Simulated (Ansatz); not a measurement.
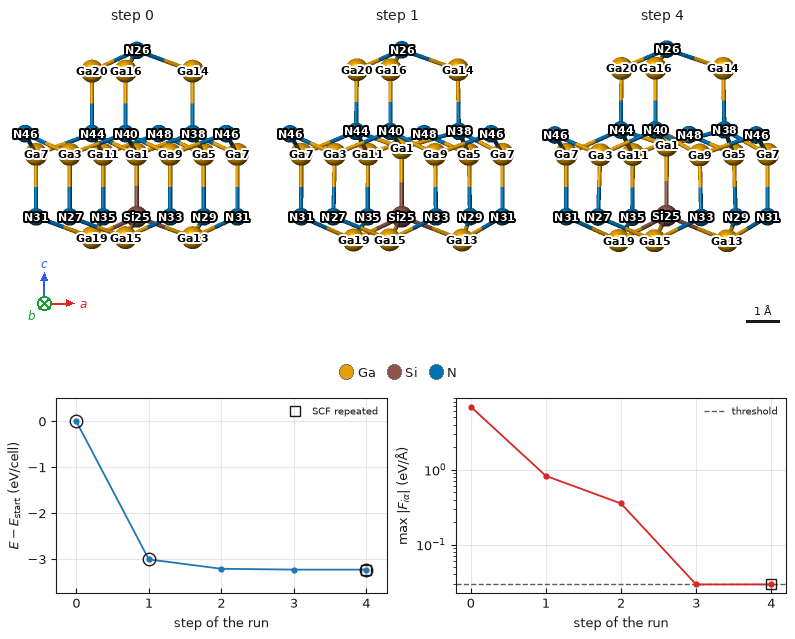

Frames of a relaxation of a defect cell of composition Ga24SiN23 (cell charge −1), marked on the history of the run. The picture is a ball-and-stick view of the atoms within 4.2 Å of the atom that moves most (axes of the cell of the calculation, reduced to other axes (origin shifted)), seen along the b axis. Lengths and directions refer to the drawn axes.

The calculation used DFT, PBE, plane-wave PAW, default files, scalar-relativistic (Ansatz). Set-up: plane-wave cutoff 420 eV; k-point mesh 4 × 3 × 2; occupations fermi dirac; smearing width 0.01 eV; no spin polarisation; atoms relaxed in a fixed cell; force threshold 0.03 eV/Å; at most 40 steps.

> What happens along the run?

Ga1 moves most: 0.28 Å along +c. Largest moves by element: Ga 0.28 Å, N 0.14 Å, Si 0.05 Å. The lattice vectors keep their values. Near-neighbour distances that change, for instance: Ga1–Si25 1.937 → 2.188 Å, Ga15–Si25 1.946 → 2.172 Å, Ga13–Si25 1.946 → 2.156 Å, Ga14–N38 1.937 → 1.906 Å. Bond angles that change, for instance: N33–Ga9–N40 109.4° → 116.7°, Ga1–N40–Ga16 109.4° → 102.9°, Si25–Ga1–N40 109.4° → 103.1°. After 3 accepted moves (4 points after the start) the energy has fallen by 3.225 eV per cell of the calculation. Largest force component: 7 eV/Å at the start, 0.029 eV/Å at the end. 1 step only repeated the SCF at the same geometry. Cost: 3.9 min on 4 threads of Intel(R) Xeon(R) Platinum 8488C (Sapphire Rapids), on a shared host, peak memory 4.2 GiB. From step 0 to 1: Ga1 moves most (0.20 Å), energy −3.003 eV per cell of the calculation. From step 1 to 4: Ga1 moves most (0.09 Å), energy −0.223 eV per cell of the calculation.

Limits of the set-up: the periodic images lie only 6.4 Å apart, so the values are limited by the cell's size; the cell is charged, on a uniform background, and energies carry no finite-size correction.
